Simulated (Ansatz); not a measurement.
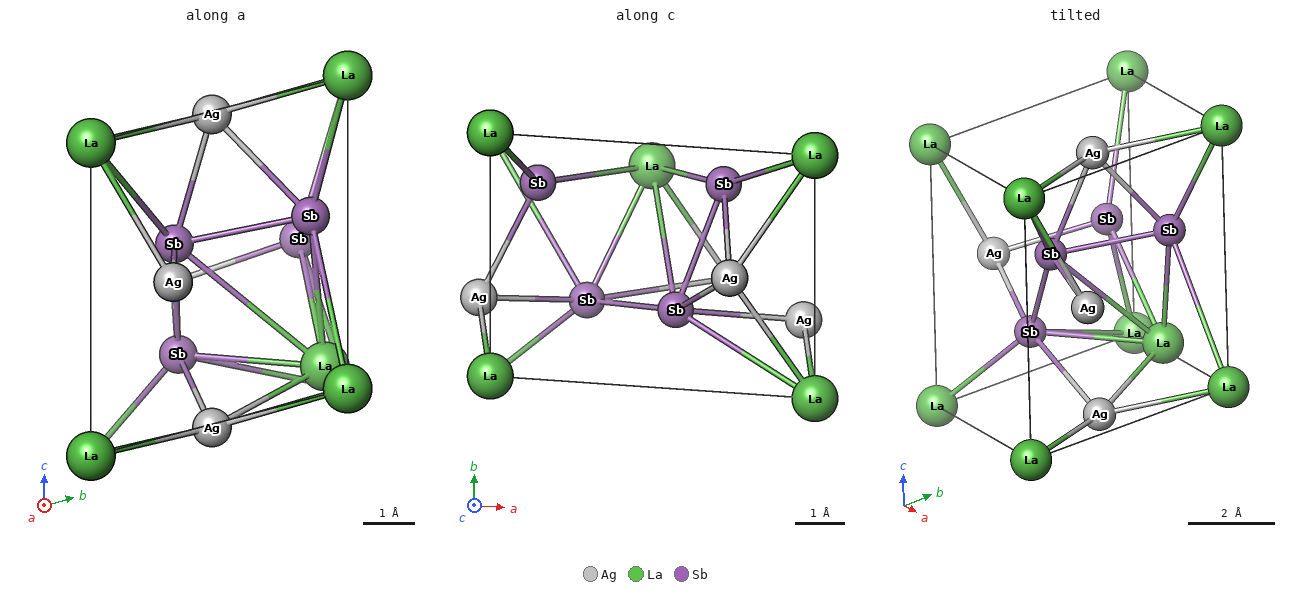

View along the a axis, along the c axis and slightly off an axis, drawn as a ball-and-stick model. The parallelepiped is the simulation cell. Cell: a = 6.796 Å, b = 5.240 Å, c = 6.178 Å, α = 74.97°, β = 94.63°, γ = 95.03°.

What is this?

- The stoichiometry is LaAgSb$_{2}$.
- The cell has no symmetry but its translations (space group P1).
- The atoms show no order inside the cell.
- One cell contains 2 La, 2 Ag, 4 Sb, 8 atoms in all.

The model is a made-up disordered cell; its atoms and cell weren't optimised. A calculation with Ansatz used it as input.
